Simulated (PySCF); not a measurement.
**What a change does: NMR shielding calculation on C8H16Si**

System: C8H16Si.
Method of the first run: GIAO KT2/pcSseg-1 NMR shielding, non-relativistic, gas phase (PySCF 2.14.0).

The geometry comes from this level: PBE0-D3(BJ)/def2-SVP. Text and figures count atoms from 1; the logs count them from 0 in places.

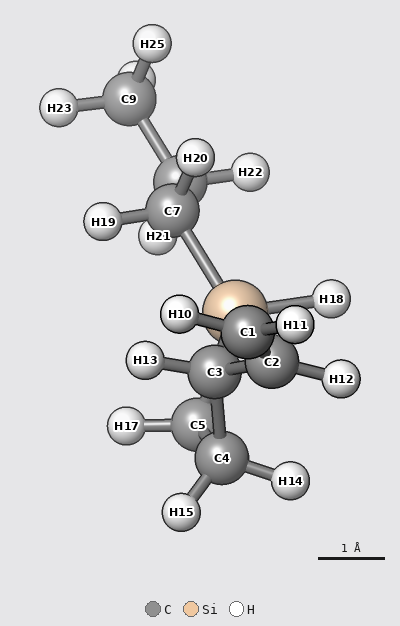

The structure (ball-and-stick view, seen at an oblique angle; atoms are numbered from 1 in the order of the input). Bond lengths as drawn: C–C 1.34 to 1.56 Å, C–H 1.09 to 1.11 Å, C–Si 1.88 to 1.91 Å and H–Si 1.50 Å.

**Input file, the first run**
```
{"job": {"kind": "nmr", "xc": "KT2", "basis": "pcSseg-1", "pop": false}, "charge": 0, "multiplicity": 1}
C     -3.451609    -1.540291    -0.716174
C     -2.951586    -0.301164    -0.754239
C     -2.030316     0.303286     0.235258
C     -2.318819     1.752299     0.726419
C     -0.886605     2.269709     1.016624
Si    -0.295131     0.965644    -0.223643
C      1.236431    -0.074163     0.101492
C      2.556564     0.687536    -0.020875
C      3.778667    -0.180097     0.241001
H     -3.222757    -2.223578     0.107913
H     -4.102671    -1.917706    -1.508812
H     -3.218030     0.342668    -1.603861
H     -1.905965    -0.363508     1.107360
H     -2.764595     2.330491    -0.101707
H     -3.026268     1.810606     1.571100
H     -0.716656     3.343423     0.857466
H     -0.569641     2.015147     2.041631
H     -0.266554     1.501947    -1.623791
H      1.141648    -0.514852     1.110310
H      1.220598    -0.927177    -0.601343
H      2.556288     1.540521     0.680426
H      2.632472     1.134140    -1.027809
H      3.752294    -0.607918     1.255514
H      4.713097     0.394352     0.145015
H      3.827559    -1.021532    -0.468960
```

The first line tells a small driver script what to run in PySCF; the rest is the geometry in Å.

Launched with:
```bash
OMP_NUM_THREADS=1 python <driver script> task.json out
```

Hardware: 1 CPU thread, shared host.

**Output (the first run)**
```
coarse grid: 20232 points
cycle   1  E = -611.8339307716  dE =  5.508e-01  |g| = 6.925e-01  |ddm| = 4.402e+00
cycle   2  E = -611.6617505748  dE =  1.722e-01  |g| = 1.044e+00  |ddm| = 1.771e+00
cycle   3  E = -611.9731331661  dE = -3.114e-01  |g| = 9.745e-02  |ddm| = 1.161e+00
cycle   4  E = -611.9747370710  dE = -1.604e-03  |g| = 5.969e-02  |ddm| = 1.697e-01
cycle   5  E = -611.9756583632  dE = -9.213e-04  |g| = 1.865e-02  |ddm| = 7.001e-02
cycle   6  E = -611.9757490852  dE = -9.072e-05  |g| = 6.089e-03  |ddm| = 2.492e-02
cycle   7  E = -611.9757583808  dE = -9.296e-06  |g| = 1.610e-03  |ddm| = 6.862e-03
final grid: 187544 points
cycle   8  E = -611.9990180613  dE = -2.560e-04  |g| = 2.192e-02  |ddm| = 5.855e-02
cycle   9  E = -611.9988696362  dE =  1.484e-04  |g| = 3.095e-02  |ddm| = 4.750e-02
cycle  10  E = -611.9991232540  dE = -2.536e-04  |g| = 3.692e-03  |ddm| = 3.297e-02
cycle  11  E = -611.9991258324  dE = -2.578e-06  |g| = 1.978e-03  |ddm| = 5.739e-03
cycle  12  E = -611.9991269099  dE = -1.078e-06  |g| = 4.102e-04  |ddm| = 2.083e-03
cycle  13  E = -611.9991269540  dE = -4.405e-08  |g| = 1.110e-04  |ddm| = 5.108e-04
cycle  14  E = -611.9991269569  dE = -2.872e-09  |g| = 3.409e-05  |ddm| = 1.338e-04
cycle  15  E = -611.9991269572  dE = -3.138e-10  |g| = 7.568e-06  |ddm| = 4.778e-05
converged SCF energy = -611.9991269572

GIAO shielding tensors (ppm)
atom      isotropic    diamagn.    paramagn.     s11        s22        s33       span
  0 C       77.304     254.683    -177.378    -16.968     97.446    151.435    168.403
  1 C       43.281     253.359    -210.078    -63.792     54.750    138.886    202.678
  2 C      140.874     257.067    -116.193    113.109    142.305    167.209     54.100
  3 C      151.305     253.762    -102.457    132.507    149.295    172.115     39.608
  4 C      171.438     258.633     -87.195    154.352    173.776    186.186     31.834
  5 Si     356.215     886.192    -529.977    309.192    378.325    381.126     71.934
  6 C      161.104     258.024     -96.920    145.728    156.683    180.901     35.173
  7 C      161.851     248.304     -86.453    152.595    162.879    170.080     17.485
  8 C      162.333     244.688     -82.355    147.660    154.121    185.220     37.560
  9 H       26.337      32.851      -6.514     23.389     25.343     30.278      6.889
 10 H       26.554      27.215      -0.662     23.689     25.096     30.876      7.187
 11 H       25.359      30.903      -5.544     23.296     23.948     28.834      5.538
 12 H       28.915      36.392      -7.477     27.083     28.670     30.991      3.908
 13 H       29.155      31.663      -2.507     26.083     28.124     33.259      7.176
 14 H       28.577      29.397      -0.821     24.145     26.303     35.282     11.137
 15 H       30.104      31.390      -1.286     25.930     27.468     36.915     10.984
 16 H       30.231      33.683      -3.452     27.611     28.147     34.936      7.325
 17 H       26.495      31.791      -5.295     23.894     26.081     29.511      5.617
 18 H       30.381      36.197      -5.816     26.155     30.684     34.304      8.149
 19 H       30.399      35.870      -5.471     26.252     30.416     34.529      8.277
 20 H       29.883      31.462      -1.579     24.417     31.061     34.170      9.753
 21 H       29.968      31.304      -1.337     24.343     30.443     35.117     10.774
 22 H       30.305      28.636       1.668     26.449     28.674     35.791      9.342
 23 H       29.814      25.119       4.695     25.236     27.053     37.152     11.916
 24 H       30.267      28.609       1.658     26.589     28.442     35.769      9.180
```

The input of the second run differs as follows (lines with − go, lines with + come):
```diff
-"xc": "KT2"
+"xc": "PBE0"
-"pop": false
```

Predict how the results change.

The total energies belong to different methods, so their difference says nothing on which is more stable or more accurate. The HOMO goes from −5.59 to −6.63 eV. The LUMO goes from −0.61 to 0.42 eV. Of all shieldings, the largest change is that of Si6, by −9.5 ppm. The functional changes from KT2 to PBE0. Exact exchange removes part of the self-interaction error of semilocal functionals, which pushes filled and empty levels apart. The SCF takes 14 iterations against 15.

**Output (the second run)**
```
coarse grid: 20232 points
cycle   1  E = -603.2539426943  dE =  7.383e-01  |g| = 5.269e-01  |ddm| = 4.335e+00
cycle   2  E = -603.2382775192  dE =  1.567e-02  |g| = 5.899e-01  |ddm| = 1.004e+00
cycle   3  E = -603.3307778646  dE = -9.250e-02  |g| = 3.921e-02  |ddm| = 5.536e-01
cycle   4  E = -603.3310002270  dE = -2.224e-04  |g| = 2.590e-02  |ddm| = 6.529e-02
cycle   5  E = -603.3311605913  dE = -1.604e-04  |g| = 7.897e-03  |ddm| = 2.886e-02
cycle   6  E = -603.3311756382  dE = -1.505e-05  |g| = 2.584e-03  |ddm| = 9.383e-03
cycle   7  E = -603.3311772926  dE = -1.654e-06  |g| = 4.251e-04  |ddm| = 2.475e-03
final grid: 187544 points
cycle   8  E = -603.3867182452  dE = -4.201e-05  |g| = 9.329e-03  |ddm| = 3.246e-02
cycle   9  E = -603.3867096053  dE =  8.640e-06  |g| = 1.100e-02  |ddm| = 1.826e-02
cycle  10  E = -603.3867414824  dE = -3.188e-05  |g| = 1.035e-03  |ddm| = 1.003e-02
cycle  11  E = -603.3867417267  dE = -2.443e-07  |g| = 3.504e-04  |ddm| = 1.151e-03
cycle  12  E = -603.3867417566  dE = -2.991e-08  |g| = 9.028e-05  |ddm| = 3.513e-04
cycle  13  E = -603.3867417586  dE = -1.947e-09  |g| = 2.201e-05  |ddm| = 1.039e-04
cycle  14  E = -603.3867417587  dE = -1.157e-10  |g| = 4.982e-06  |ddm| = 2.508e-05
converged SCF energy = -603.3867417587

GIAO shielding tensors (ppm)
atom      isotropic    diamagn.    paramagn.     s11        s22        s33       span
  0 C       68.873     254.311    -185.439    -39.172     91.907    153.882    193.055
  1 C       34.180     253.458    -219.277    -87.008     45.869    143.681    230.689
  2 C      145.499     256.205    -110.707    118.613    146.183    171.700     53.086
  3 C      155.623     252.523     -96.900    140.075    152.116    174.677     34.602
  4 C      174.355     258.283     -83.928    157.481    177.509    188.074     30.594
  5 Si     346.756     882.417    -535.660    302.415    363.692    374.163     71.748
  6 C      164.577     257.880     -93.303    151.046    159.626    183.059     32.013
  7 C      165.030     246.948     -81.918    156.821    165.487    172.781     15.960
  8 C      164.139     243.532     -79.393    150.048    156.536    185.833     35.785
  9 H       26.242      32.292      -6.050     22.910     25.210     30.606      7.696
 10 H       26.403      27.452      -1.048     23.454     25.031     30.725      7.272
 11 H       25.293      30.785      -5.493     22.813     23.857     29.208      6.394
 12 H       29.155      36.033      -6.879     26.915     28.938     31.611      4.696
 13 H       29.408      31.640      -2.233     26.099     28.063     34.061      7.963
 14 H       28.821      29.603      -0.782     24.271     26.419     35.774     11.502
 15 H       30.309      31.532      -1.223     25.924     27.474     37.528     11.605
 16 H       30.418      33.534      -3.115     27.615     28.137     35.503      7.888
 17 H       26.719      31.488      -4.769     23.839     26.284     30.034      6.195
 18 H       30.620      35.980      -5.360     26.098     30.856     34.907      8.809
 19 H       30.631      35.654      -5.023     26.172     30.580     35.141      8.969
 20 H       30.075      31.217      -1.142     24.361     31.165     34.698     10.337
 21 H       30.125      31.075      -0.949     24.296     30.505     35.575     11.279
 22 H       30.374      28.230       2.144     26.260     28.744     36.116      9.856
 23 H       29.977      25.439       4.538     25.252     27.096     37.583     12.331
 24 H       30.344      28.195       2.149     26.409     28.514     36.109      9.700
```

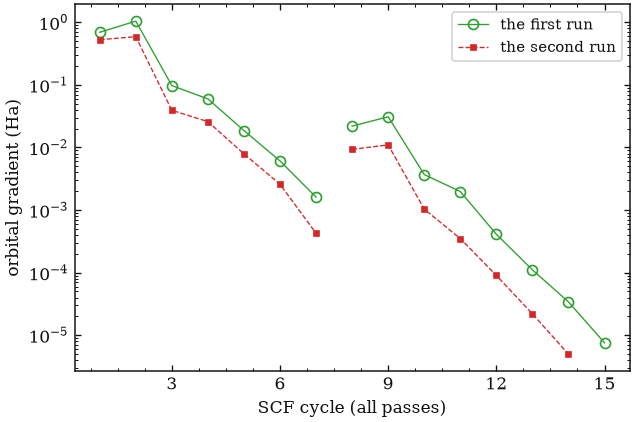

Convergence of the two runs: orbital gradient against the SCF cycle. A break in a curve parts two SCF passes (coarse and final grid). The first run takes 15 cycles in all, and the second run takes 14.

**The two runs side by side**

| quantity | the first run | the second run |
| --- | --- | --- |
| outcome | converged | converged |
| total energy (hartree) | −611.999127 | −603.386742 |
| HOMO (eV) | −5.59 | −6.63 |
| LUMO (eV) | −0.61 | 0.42 |
| dipole moment (D) | 1.16 | 1.18 |
| shielding of C1 (ppm) | 77.3 | 68.9 |
| shielding of C2 (ppm) | 43.3 | 34.2 |
| shielding of C3 (ppm) | 140.9 | 145.5 |
| shielding of C4 (ppm) | 151.3 | 155.6 |
| shielding of Si6 (ppm) | 356.2 | 346.8 |
| shielding of C7 (ppm) | 161.1 | 164.6 |
| shielding of C8 (ppm) | 161.9 | 165.0 |
| SCF iterations | 15 | 14 |
| basis functions | 240 | 240 |
| wall time (shared host) | 1.9 min | 1.8 min |
